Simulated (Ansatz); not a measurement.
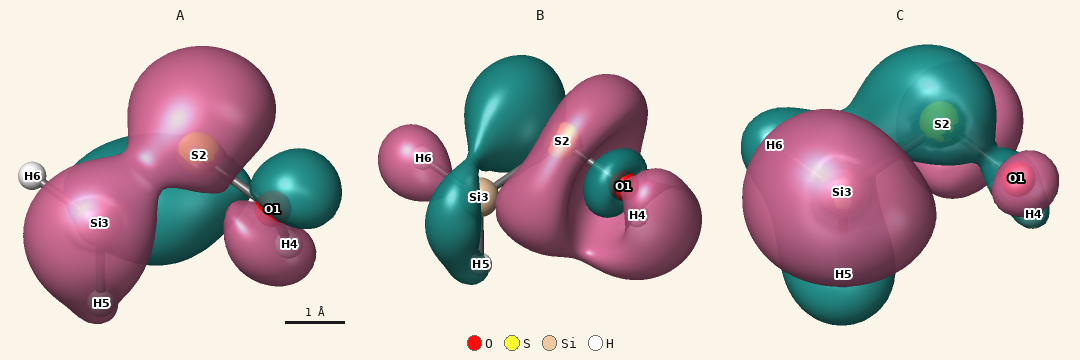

*H$_{3}$OSSi (SMILES OS[SiH2]) (doublet). Three frontier orbitals at ±0.08 Å⁻³ᐟ² (teal and pink are the two phases), in no order.*

Geometry: PBE0-D4/def2-TZVP.

All numbers below come from Ansatz, UKS PBE0-D4/def2-TZVPP.

```xyz
6

O    -1.4920   -1.0624   -0.4011
S    -0.4084   -0.7995    0.8440
Si    0.4206    1.0793    0.2869
H    -1.0277   -1.5665   -1.0786
H     1.1138    1.0047   -1.0362
H     1.3939    1.3443    1.3850
```

Question: Which picture is the HOMO−1, the HOMO and the LUMO? All are α orbitals.

Answer: A is the HOMO−1 (α) (−7.89 eV). It lies mainly on S2 (about 60 %), Si3 (about 20 %) and O1 (about 15 %). C is the HOMO (α) (−6.08 eV). By Hirshfeld shares it lies mainly on Si3 (about 55 %), S2 (about 30 %) and H5 (about 5 %). B is the LUMO (α) (−1.07 eV). By Hirshfeld shares it lies mainly on S2 (about 45 %), O1 (about 20 %), Si3 (about 15 %) and H4 (about 10 %).

Question: What is the gap between the highest occupied and lowest empty α orbitals?

Answer: 5.01 eV between the orbital energies.
